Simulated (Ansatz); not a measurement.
The relaxed structure here is a generated cell of AlN: the first start was made by placing the elements on the sites of a structure type, and the end was not matched to a known phase here, so it may be hypothetical. Known forms of AlN include space group No. 186, 216.

The end point of a relaxation of AlN. The numbers are results of PBEsol (plane waves to 420 eV, PAW, scalar-relativistic; Ansatz, a first-principles code), not measurements.

Cmc2₁ (No. 36), oS8; a = 2.7538 Å, b = 5.4357 Å, c = 4.8631 Å, α = β = γ = 90.00°.

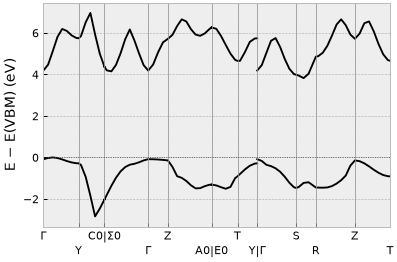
Figure. Highest filled and lowest empty band along the path of this cell's Brillouin zone

Read off the gap and say whether it is direct.

3.82 eV, indirect (valence top at 27 % of the way from Γ to Y, conduction bottom at 38 % of the way from S to R) (no spin-orbit coupling).

How far does the top valence band disperse along this path?

About 2.8 eV.

No spin polarisation in the result.

It was reached from a disturbed copy of a Pm-3m (No. 221) cell (CsCl type), against which it lies -1.38 eV/atom.
